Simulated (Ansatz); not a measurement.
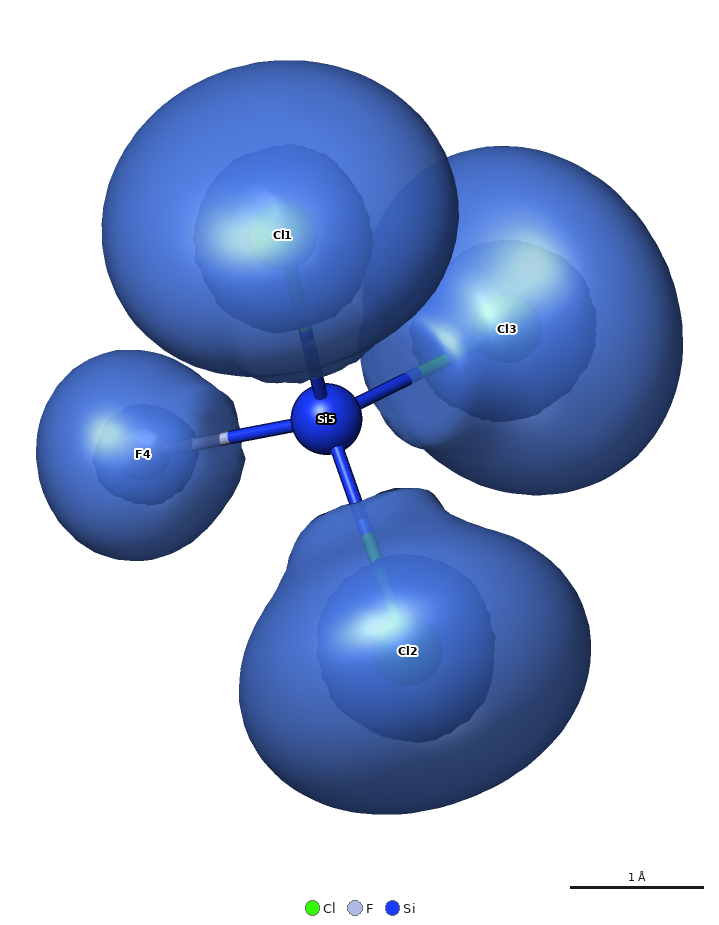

The picture shows: Cl3FSi (SMILES F[Si](Cl)(Cl)Cl). Isosurface of the electron localisation function at 0.75 (blue), seen at an oblique angle. Core shells and regions of very low density are left out.

Geometry: PBE0-D4/def2-SVP.

These are results of Ansatz, isolated molecule in a Gaussian basis; Kohn-Sham density functional theory, functional PBE0, not measurements.

Input

```
crystal:
  periodic: [false, false, false]
  atoms:
    - symbol: Cl
      position_ang: [1.028825, -0.506992, 0.237691]
    - symbol: Cl
      position_ang: [0.049568, 1.256025, -2.414057]
    - symbol: Cl
      position_ang: [-2.097287, -0.779903, -0.882955]
    - symbol: F
      position_ang: [0.289450, -1.686448, -2.366447]
    - symbol: Si
      position_ang: [-0.160507, -0.487727, -1.403099]
basis:
  gaussian:
    orbitals: def2-TZVPD
output: {forces: true, orbitals: {seedname: orbitals}}
hamiltonian:
  xc: pbe0
```

Command:

```sh
ansatz run input.yaml --threads 2 --pin off --max-ram 5220MiB --events-out events.jsonl --progress --plain --runs-dir runs
```

### Where are the electrons localised?

The surface consists of three regions on Cl in which the atom's valence shell and bonds are merged and one region wrapped around F (its lone pairs, merged into a ring or cap). Profiles from the grid: Si–F (1.60 Å): the ELF peaks at about 0.85 in the valence shell of F, 0.6 Å from its nucleus, and is about 0.55 at the midpoint. Si–Cl (2.03 Å): the ELF peaks at about 0.85 between the atoms; a shared but strongly polarised pair.
